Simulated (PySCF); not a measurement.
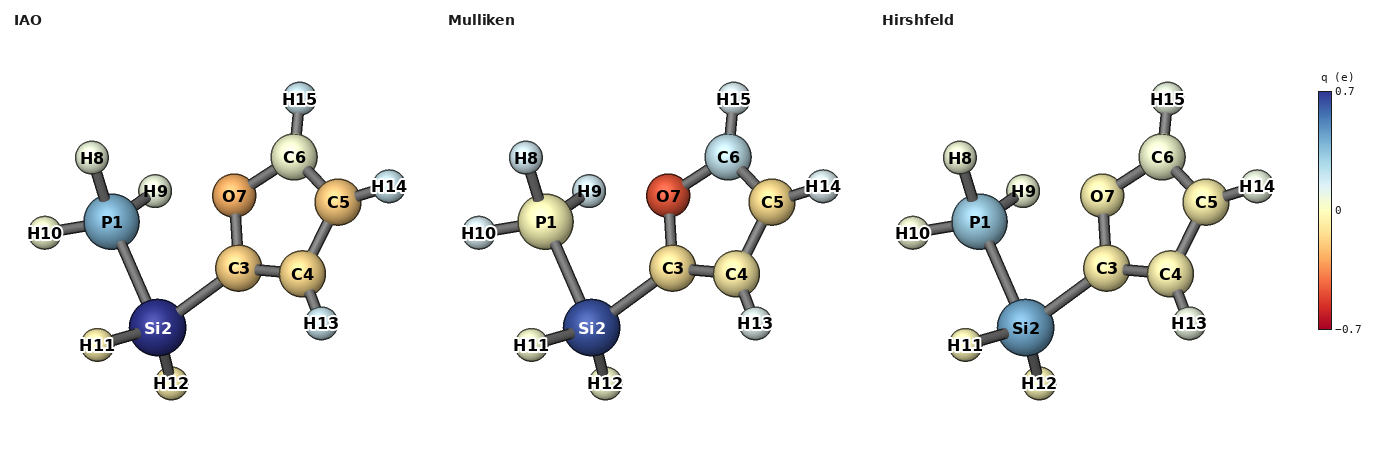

Atomic charges of one calculation by 3 schemes, on one colour scale. Charge +1, singlet. Computed geometry: GFN2-xTB optimisation. No frequency run is at hand to confirm it as a minimum. Level of theory: PBE0/pcSseg-1 (PySCF 2.14.0).

> On which atom do the schemes disagree most?

On O7 (from −0.47 to −0.04 e).

List the charges (e), one line for each set of equivalent atoms. Atoms whose distances differ by more than 0.02 Å in this geometry are listed apart.

```json
{"atom": "P1", "IAO": "0.39", "Mulliken": "−0.01", "Hirshfeld": "0.33"}
{"atom": "Si2", "IAO": "0.70", "Mulliken": "0.63", "Hirshfeld": "0.43"}
{"atom": "C3", "IAO": "−0.17", "Mulliken": "−0.11", "Hirshfeld": "−0.06"}
{"atom": "C4", "IAO": "−0.15", "Mulliken": "−0.07", "Hirshfeld": "−0.04"}
{"atom": "C5", "IAO": "−0.19", "Mulliken": "−0.14", "Hirshfeld": "−0.05"}
{"atom": "C6", "IAO": "0.04", "Mulliken": "0.22", "Hirshfeld": "0.04"}
{"atom": "O7", "IAO": "−0.26", "Mulliken": "−0.47", "Hirshfeld": "−0.04"}
{"atom": "H8, H9", "IAO": "0.07", "Mulliken": "0.16", "Hirshfeld": "0.07"}
{"atom": "H10", "IAO": "0.04", "Mulliken": "0.15", "Hirshfeld": "0.05"}
{"atom": "H11", "IAO": "−0.06", "Mulliken": "0.04", "Hirshfeld": "−0.02"}
{"atom": "H12", "IAO": "−0.06", "Mulliken": "0.04", "Hirshfeld": "−0.02"}
{"atom": "H13", "IAO": "0.19", "Mulliken": "0.12", "Hirshfeld": "0.08"}
{"atom": "H14", "IAO": "0.20", "Mulliken": "0.13", "Hirshfeld": "0.08"}
{"atom": "H15", "IAO": "0.20", "Mulliken": "0.14", "Hirshfeld": "0.09"}
```

The geometry is semi-empirical. Around P, Si such bond lengths and angles can be off by a tenth of an ångström or more and by several degrees, and values that hang on the shape move with them.
